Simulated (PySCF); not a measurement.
# revPBE/cc-pVDZ run of BBr2F (dibromofluoroborane)

Aim: the vertical singlet–triplet gap of BBr2F (dibromofluoroborane) at revPBE/cc-pVDZ, from 2 runs. The job is set up through a Python script.

Program for the calculation: PySCF 2.14.0.

2 further runs of the same task are left out: 2 set aside as unsound or not needed.

### 1 The system as given

The species is BBr2F (4 atoms), meant as a singlet with charge 0. As SMILES, `FB(Br)Br`. The shape is that of a PBE0-D4/def2-TZVP optimisation.

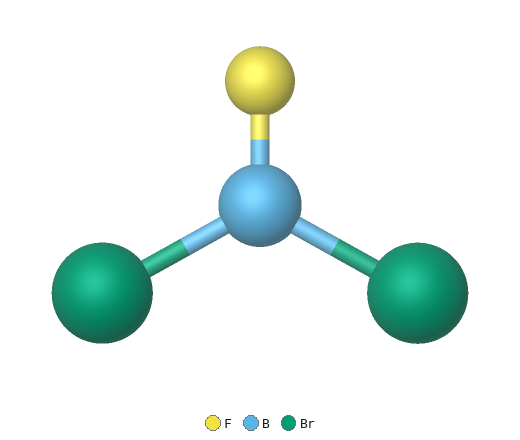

The structure, seen from a chosen angle (fluorine yellow, boron blue, bromine teal).

### 2 The energy at revPBE/cc-pVDZ

File calc.py:

```python
# FB(Br)Br
from pyscf import gto, dft

mol = gto.Mole()
mol.atom = '''
F        1.316550       0.465960       0.364370
B        0.123960       0.043770       0.034160
Br      -0.483040      -1.629420       0.701450
Br      -0.957470       1.119690      -1.099980
'''
mol.basis = 'cc-pvdz'
mol.verbose = 3
mol.charge = 0
mol.max_memory = 1860
mol.build()

mf = dft.RKS(mol)
mf.xc = 'revpbe'
mf.conv_tol = 1e-10
mf.grids.level = 5
mf.kernel()
if not mf.converged:
    mf = mf.newton().run(mf.mo_coeff, mf.mo_occ)

e_final = mf.e_tot
print('E(%s) = %.9f' % ('REVPBE', e_final))
```

Command:

```bash
$ OMP_NUM_THREADS=1 python calc.py
```

Standard output:

```text
converged SCF energy = -5272.59783251434
E(REVPBE) = -5272.597832514
```

Wall time 14 s (1 thread of Arm Neoverse V2, shared host); peak memory 0.44 GiB.

### 3 The triplet at the same level

File run.py:

```python
from pyscf import gto, dft

mol = gto.M(
    atom='''
F        1.316550       0.465960       0.364370
B        0.123960       0.043770       0.034160
Br      -0.483040      -1.629420       0.701450
Br      -0.957470       1.119690      -1.099980
''',
    basis='cc-pvdz',
    max_memory=1860,
    verbose=3,
    spin=2,
    charge=0,
)

mf = dft.UKS(mol, xc='revpbe')
mf.conv_tol = 1e-10
mf.grids.level = 5
mf.kernel()
if not mf.converged:
    mf = mf.newton().run(mf.mo_coeff, mf.mo_occ)

energy = mf.e_tot
print('E(%s) = %.9f' % ('REVPBE', energy))
```

Command:

```bash
$ OMP_NUM_THREADS=1 python run.py
```

Standard output:

```text
WARN: HOMO -0.0820990804617487 >= LUMO -0.293349761306822

WARN: HOMO 0.00387039454705326 >= LUMO -0.168511036831788

WARN: HOMO -0.0499158223921472 >= LUMO -0.264974534899178

WARN: HOMO -0.0731441833083259 >= LUMO -0.28066157656145

WARN: HOMO -0.0587016538370762 >= LUMO -0.276969849593436

WARN: HOMO -0.0602642820082684 >= LUMO -0.274538821681124

WARN: HOMO -0.0604240440615618 >= LUMO -0.274745415851577

WARN: HOMO -0.060459047892067 >= LUMO -0.274748756038559

WARN: HOMO -0.0604979642255596 >= LUMO -0.27474790107573

WARN: HOMO -0.0604566858225093 >= LUMO -0.274712412997248

WARN: HOMO -0.0604738199318291 >= LUMO -0.274735052961709

WARN: HOMO -0.0604751385802054 >= LUMO -0.274734225642463

WARN: HOMO -0.0604747165933093 >= LUMO -0.274733688447867

WARN: HOMO -0.060475237043172 >= LUMO -0.274734039286451

converged SCF energy = -5272.39820837384  <S^2> = 2.0037469  2S+1 = 3.0024969
E(REVPBE) = -5272.398208374
```

Run time: 31 s. Hardware: 1 thread of Arm Neoverse V2, shared host; peak memory 0.45 GiB.

### 4 Results

At revPBE/cc-pVDZ:

```
                                        quantity           value
                           singlet: total energy  -5272.59783 Eh
                          singlet: dipole moment          0.13 D
                            singlet: HOMO energy        -7.09 eV
                            singlet: LUMO energy        -1.94 eV
                          singlet: HOMO–LUMO gap         5.16 eV
                           triplet: total energy  -5272.39821 Eh
                          triplet: dipole moment          1.58 D
     triplet: HOMO energy (highest over α and β)        -1.65 eV
                                   triplet: ⟨S²⟩           2.004
vertical energy of the triplet above the singlet        5.432 eV
```

What this shows: At this shape the triplet lies 5.43 eV (125 kcal/mol) above the singlet. Mulliken charges (triplet) run from -0.20 on B2 to +0.12 on Br3.
